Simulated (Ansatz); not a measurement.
# InH2O (SMILES [OH][InH]) at UB2PLYP/STO-3G

Aim: the electronic atomisation energy of InH2O at UB2PLYP/STO-3G, from 4 runs. 

The calculation is run with Ansatz 0.2.0.

46 further runs of the same task are left out: 8 that didn't finish, 38 set aside as unsound or not needed.

### 1 The structure to begin with

InH2O: 4 atoms, total charge 0, spin state doublet. SMILES: `[OH][InH]`. Geometry: relaxed at PBE0-D4/def2-TZVP.

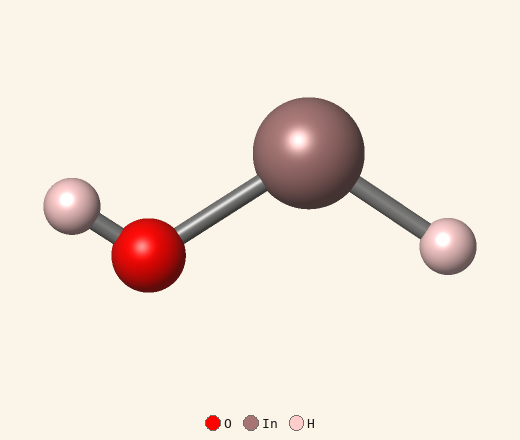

Viewed from a chosen angle; oxygen red, indium brown, hydrogen pink.

### 2 A single-point energy at UB2PLYP/STO-3G

run.yaml

```yaml
crystal:
  periodic: [false, false, false]
  atoms:
    - {symbol: O, position_ang: [-0.298400, -1.020600, 0.295000]}
    - {symbol: In, position_ang: [0.563900, 0.746600, -0.088500]}
    - {symbol: H, position_ang: [0.236800, -1.629400, 0.809100]}
    - {symbol: H, position_ang: [-0.446700, 1.843000, -1.036000]}
basis:
  gaussian:
    orbitals: STO-3G
magnetization:
  spin_polarized: true
  initial_magnetization: 1
hamiltonian:
  xc: {name: B2PLYP}
correlation:
  frozen_orbitals: {H: 0, In: 18, O: 1}
accuracy: high
```

Run with:

```console
$ ansatz run run.yaml --threads 1 --pin off --max-ram 2610MiB --events-out events.jsonl --progress --plain --runs-dir runs
```

Standard output:

```text
Warning: RAYON_NUM_THREADS=1 ignored (pool sized by the plan → 1); use --threads N
Functional definition: B2PLYP
  name "B2PLYP"
  parameter a = 0.53
  parameter c = 0.27
  exchange = (1 - a)*b88_x + a*exact_x
  correlation = (1 - c)*lyp_c + c*(mp2_os + mp2_ss)
617 factors; integrals over basis functions are off by at most 3.9e-9 eV
mean field evaluation 1: about -156723.5999 eV, gradient 1.6e1 eV
mean field evaluation 2: about -156723.6166 eV, gradient 1.6e1 eV
mean field evaluation 4: about -156725.8080 eV, gradient 9.9e-1 eV
mean field evaluation 8: about -156725.8347 eV, gradient 6.5e-2 eV
mean field evaluation 16: about -156725.8349 eV, gradient 1.5e-5 eV
mean field -156725.83487800 eV, -5759.5681991802 hartree, gradient 3.1e-8 eV, S^2 0.756161; 0 other end points of the search recorded, 0 dependent functions left out
19 core orbitals not correlated: weight in the atoms' cores, before any rotation towards them, 1.000 or more for the frozen orbitals, at most 0.000 for the correlated occupied ones
reference -156725.83489530 eV, -5759.5681998158 hartree; 11, 10 occupied and 4, 5 virtual orbitals, 617 factors
second order -2.69620255 eV of doubles, -0.00000000 eV of singles
Total energy: -156726.56286999 eV, -5759.5949523922 hartree
```

Run time: 3 s. Hardware: 1 thread of Arm Neoverse V2, shared host; peak memory 0.17 GiB.

### 3 The H atom at the same level

molecule.yaml

```yaml
crystal:
  periodic: [false, false, false]
  atoms:
    - {symbol: H, position_ang: [0.000000, 0.000000, 0.000000]}
basis:
  gaussian:
    orbitals: STO-3G
magnetization:
  spin_polarized: true
  initial_magnetization: 1
hamiltonian:
  xc: {name: B2PLYP}
correlation:
  frozen_orbitals: {H: 0}
accuracy: high
```

Run with:

```console
$ ansatz run molecule.yaml --threads 1 --pin off --max-ram 2610MiB --events-out events.jsonl --progress --plain --runs-dir runs
```

Standard output, shortened:

```text
Warning: RAYON_NUM_THREADS=1 ignored (pool sized by the plan → 1); use --threads N
[... 6 set-up lines as earlier in the session ...]
1 factors; integrals over basis functions are off by at most 4.6e-10 eV
mean field evaluation 1: about -12.6472 eV, gradient 0.0e0 eV
mean field evaluation 2: about -12.6472 eV, gradient 0.0e0 eV
mean field -12.64721158 eV, -0.4647764528 hartree, gradient 0.0e0 eV, S^2 0.750000; 0 other end points of the search recorded, 0 dependent functions left out
reference -12.64722010 eV, -0.4647767659 hartree; 1, 0 occupied and 0, 1 virtual orbitals, 1 factors
second order 0.00000000 eV of doubles, 0.00000000 eV of singles
Total energy: -12.64722010 eV, -0.4647767659 hartree
```

Wall time 0.06 s (1 thread of Arm Neoverse V2, shared host).

### 4 The In atom at the same level

molecule.yaml

```yaml
crystal:
  periodic: [false, false, false]
  atoms:
    - {symbol: In, position_ang: [0.000000, 0.000000, 0.000000]}
basis:
  gaussian:
    orbitals: STO-3G
magnetization:
  spin_polarized: true
  initial_magnetization: 1
hamiltonian:
  xc: {name: B2PLYP}
correlation:
  frozen_orbitals: {In: 18}
accuracy: high
```

Run the same way, it converges to -5684.26768 Eh (log not shown).

### 5 The O atom, same level

job.yaml

```yaml
crystal:
  periodic: [false, false, false]
  atoms:
    - {symbol: O, position_ang: [0.000000, 0.000000, 0.000000]}
basis:
  gaussian:
    orbitals: STO-3G
magnetization:
  spin_polarized: true
  initial_magnetization: 2
hamiltonian:
  xc: {name: B2PLYP}
correlation:
  frozen_orbitals: {O: 1}
accuracy: high
```

Run with:

```console
$ ansatz run job.yaml --threads 1 --pin off --max-ram 2610MiB --events-out events.jsonl --progress --plain --runs-dir runs
```

Standard output, shortened:

```text
Warning: RAYON_NUM_THREADS=1 ignored (pool sized by the plan → 1); use --threads N
[... 6 set-up lines as earlier in the session ...]
15 factors; integrals over basis functions are off by at most 1.1e-9 eV
mean field evaluation 1: about -2012.7424 eV, gradient 6.0e-12 eV
mean field evaluation 2: about -2012.7429 eV, gradient 5.9e-12 eV
mean field -2012.74293129 eV, -73.9669384388 hartree, gradient 0.0e0 eV, S^2 2.000000; 0 other end points of the search recorded, 0 dependent functions left out
1 core orbitals not correlated: weight in the atoms' cores, before any rotation towards them, 1.000 or more for the frozen orbitals, at most 0.000 for the correlated occupied ones
reference -2012.74293782 eV, -73.9669386789 hartree; 4, 2 occupied and 0, 2 virtual orbitals, 15 factors
second order 0.00000000 eV of doubles, 0.00000000 eV of singles
Total energy: -2012.74293782 eV, -73.9669386789 hartree
```

Wall time 0.14 s (1 thread of Arm Neoverse V2, shared host).

### 6 Summary of results

Level: UB2PLYP/STO-3G, 19 core orbitals frozen.

```
                     quantity           value
       molecule: total energy  -5759.59495 Eh
               molecule: ⟨S²⟩           0.756
         H atom: total energy     -0.46478 Eh
                 H atom: ⟨S²⟩           0.750
        In atom: total energy  -5684.26768 Eh
                In atom: ⟨S²⟩           0.750
         O atom: total energy    -73.96694 Eh
                 O atom: ⟨S²⟩           2.000
electronic atomisation energy       11.722 eV
```

Taking the molecule apart into free atoms costs 11.72 eV (1131 kJ/mol), before zero-point energy and without spin-orbit coupling. In a minimal basis such a difference can be off by several eV, whatever the method. Relativity is left out (molecule) although the molecule holds a heavy atom. Relativity is left out (In atom) although the molecule holds a heavy atom.
